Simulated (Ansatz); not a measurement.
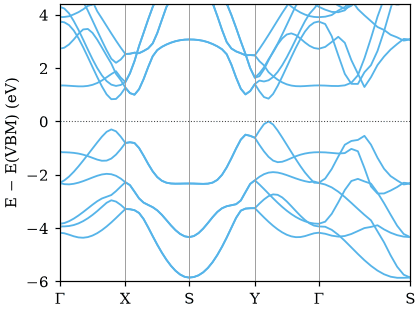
Band structure from LDA (plane waves, PAW; program Ansatz)

**Question.** Read off the gap and where the band edges lie.

**Answer.** About 0.8 eV (0.81 eV by a search for the band edges); maximum on the Y–Γ line, 21 % of the way from Y, minimum on the Γ–X line, 82 % of the way from Γ.

The material is monolayer GeSe (puckered, Pmn2_1 in the vacuum cell, 4 atoms).

The layer was cut from a bulk entry of the Materials Project (measured or hypothetical); whether that bulk phase is the ambient one, and whether the layer has been isolated, was not checked. The cell was relaxed with LDA under the symmetry of its start; whether a distortion lowers the energy is not shown. Scalar-relativistic: spin–orbit coupling is off unless named, which matters more the heavier the elements.

Potentials: the later of the program's two PAW sets.
